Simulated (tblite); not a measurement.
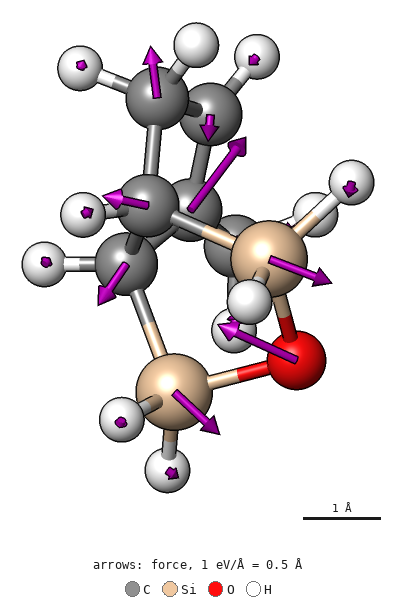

Starting geometry of C$_{6}$H$_{12}$OSi$_{2}$ with the computed forces as purple arrows. Style: ball-and-stick. Shown from a free direction.

Computed with GFN2-xTB geometry optimisation, gas phase in tblite. 

What follows when this structure is relaxed?

It isn't relaxed: the largest force vector, on a C atom, is 2.88 eV/Å. The final displacements have little in common with the starting forces (cosine between the two patterns 0.11). Over 189 geometry steps the energy falls by 25.6 kcal/mol. The largest move after the best rigid fit is that of an H atom, 2.60 Å. By element the largest moves are H 2.60 Å, O 1.26 Å, Si 1.19 Å, C 0.89 Å. Some distances before and after: O–Si 1.716 → 1.640 Å, C–Si 1.858 → 1.920 Å, C–C 1.496 → 1.544 Å, C–C 1.455 → 1.500 Å. Among the angles between lasting bonds that change: Si–O–Si 98.5° → 120.6°, C–C–C 129.9° → 120.4°, C–C–Si 99.1° → 108.4°. Groups turn about C–Si by about 80°, C–C by about 65°, O–Si by about 60°.
